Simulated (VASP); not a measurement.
Band structure of SiC (zinc blende). These are PBE GGA, VASP's PBE PAW potentials (set 64) (plane waves; VASP) values and carry that method's errors.

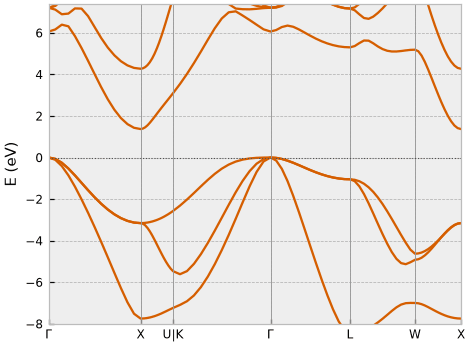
Figure. Bands along high-symmetry lines, zero at the valence-band maximum or, without a gap, the Fermi level

**Question.** Read the plot: is there a gap, and where are the band edges?

**Answer.** The gap is indirect, 1.37 eV, from the valence maximum at Γ to the conduction minimum at X. (Edges off the drawn lines would not show.)

Measured: gap 2.53 eV (computed value off by -1.16 eV), as given by Wei Chen et al., Physical Review Materials (2018), doi:10.1103/physrevmaterials.2.073803 [zero-point renormalisation of 0.11 eV added back (the table's ZPR column)].

The compound is SiC in the zinc blende structure. It was relaxed first.
